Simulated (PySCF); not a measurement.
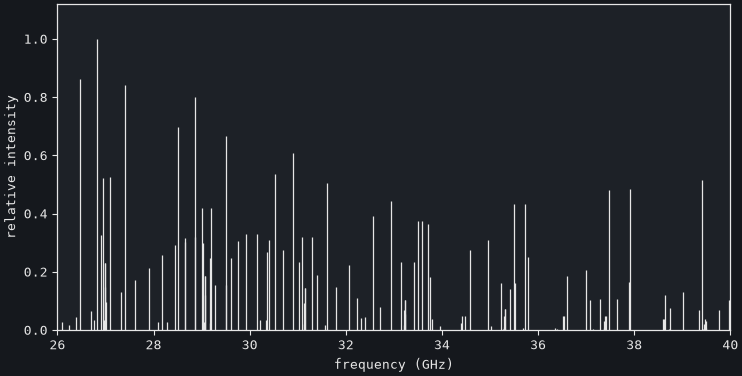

Simulated rotational absorption lines between 26 and 40 GHz at 3 K: rigid rotor with the equilibrium constants and dipole of one optimised conformer (PBE0-D3(BJ)/def2-SVP, PySCF), commonest isotopes; no centrifugal distortion, hyperfine structure, internal rotation or nuclear-spin weights; lines within 1 MHz of each other are summed.

Which molecule gives this spectrum?
A. C₈H₁₄OSi (Si(vinyl)3(OEt)), SMILES C=C[Si](C=C)(C=C)OCC
B. C₄H₈Ge, SMILES CC#C[CH2][GeH3], singlet
C. C₂H₇F₂NSi, SMILES N[SiH](CF)CF

Option B. Rotational constants A, B, C = 10.83, 1.073, 1.001 GHz, |μa|, |μb|, |μc| = 0.39, 0.17, 0.00 D.

Caveats: coarse grid, loose stop and no frequency check, small forces are noise and the end may be a saddle.
